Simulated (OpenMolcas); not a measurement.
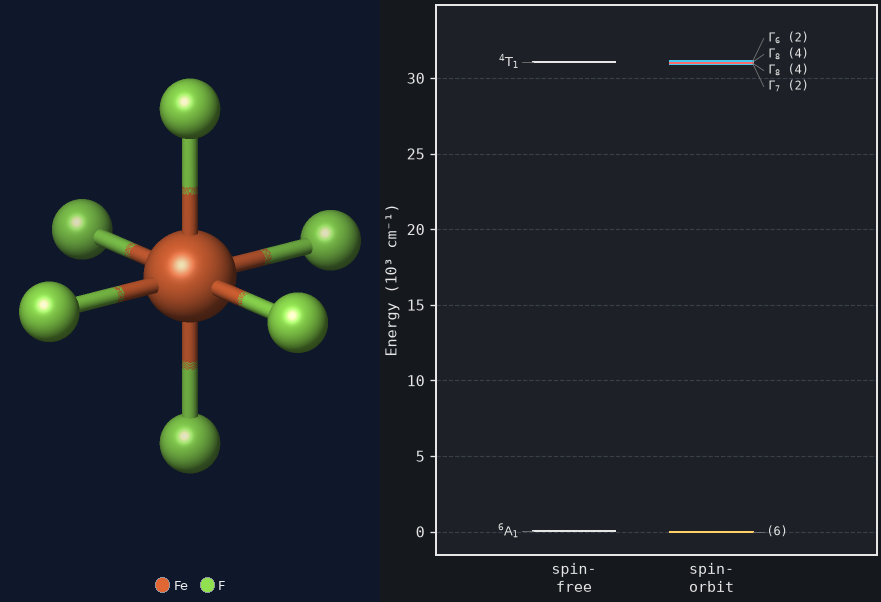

Fe³⁺ (3d⁵) as a dopant in KCdF₃, a cluster with its 6 nearest F⁻ at 2.151 Å (octahedron) embedded in model potentials and point charges; the geometry was set, not optimised, and its levels. Labels give the representation in O, Td, D4 or D3 as the site allows (double group for half-integer spin) where it could be assigned and, in brackets, the degeneracy; spin-free states, where drawn, share the zero of the spin-orbit levels. Computed with OpenMolcas: state-averaged CASSCF, active space 5 electrons in the shell 3d, basis ANO-RCC-VTZP on the metal and ANO-RCC-VDZP on the ligands, DKH2 scalar Hamiltonian, spin-orbit coupling by RASSI with atomic mean-field integrals.

> Describe the ground state and the low levels.

The ground level is 6-fold degenerate, 100 % from states of spin multiplicity 6. The next level lies at 31,000 cm⁻¹ (Γ₇). The lowest spin-free state is ⁶A₁, from the free-ion S term. A ligand-field fit to the spin-free states gives |10Dq| = 6,940 cm⁻¹, B = 1,220 and C = 4,610 cm⁻¹ (rms misfit 100 cm⁻¹). The active orbitals hold 94 to 99 % metal character (Löwdin), and the Mulliken charge of the metal is +2.09.

Known limits: small active space favours high spin, ground spin may be wrong; the geometry is set by hand, with no relaxation and no charge compensation.
